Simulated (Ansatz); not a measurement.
# FH3Si: the cost of one run

Computed with Ansatz 0.2.0, Gaussian basis. Level: PBE0-D4/def2-TZVP structures, single points in def2-TZVPP, no counterpoise correction.

Levels: SPW92, PBE-D4, BLYP-D4, r2SCAN-D4, B97M-V, PBE0-D4, B3LYP-D4, r2SCAN0-D4, BHLYP-D4, CAM-B3LYP-D4, wB97X-V, wB97M-V, B2PLYP, PBE-QIDH, RPA on PBE, Hartree-Fock, MP2, CCSD, CCSD(T).

Correlated methods freeze the cores. B3LYP uses VWN-RPA correlation. B2PLYP carries no dispersion term here.

56 further runs of the same task are left out: 56 set aside as unsound or not needed.

### Step 1. Starting geometry

The complex: 8 atoms, charge 0, spin multiplicity 1.

Atoms are counted from 1 here; the program's logs count them from 0.

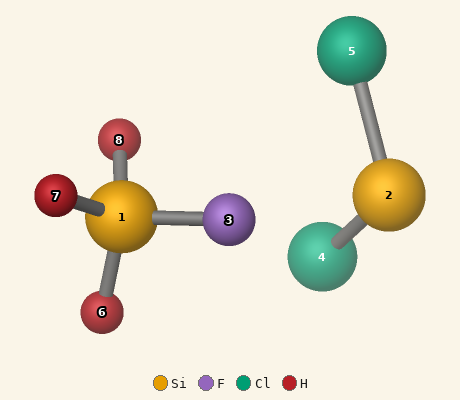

As it starts; silicon amber, fluorine purple, chlorine teal, hydrogen red; atoms are numbered from 1 in the order of the file.

Coordinates:

```xyz
8

Si   -0.9896   -0.4761    0.7818
Si    1.5525    1.5733   -1.1175
F    -0.5666    0.9738    0.1838
Cl    2.5153    0.0921    0.0202
Cl    0.8340    0.4196   -2.7056
H    -0.3134   -0.6340    2.0866
H    -2.4607   -0.4400    0.9386
H    -0.5716   -1.5085   -0.1879
```

Its parts: SiH3F holds atoms 1, 3, 6, 7, 8; SiCl2 holds atoms 2, 4, 5. Each part counts its atoms afresh in its own runs.

### Step 2. Relaxing SiH3F alone

The input, relax-a/in.yaml:

```yaml
crystal:
  periodic: [false, false, false]
  atoms:
    - {symbol: Si, position_ang: [-0.989610, -0.476134, 0.781849]}
    - {symbol: F, position_ang: [-0.566556, 0.973761, 0.183822]}
    - {symbol: H, position_ang: [-0.313389, -0.634027, 2.086644]}
    - {symbol: H, position_ang: [-2.460658, -0.440031, 0.938580]}
    - {symbol: H, position_ang: [-0.571598, -1.508541, -0.187939]}
basis:
  gaussian: {orbitals: def2-TZVP}
hamiltonian: {xc: pbe0, dispersion: d4}
relax: {f_tol: 0.005, max_steps: 200}
```

On the command line:

```sh
$ ansatz run in.yaml --threads 4 --pin off --events-out ev --progress --plain --max-ram 9574MiB
```

What time and memory should one allow on 4 threads of Intel Xeon at 2.50GHz, shared host?

About 6 s, with a peak of 0.58 GiB.
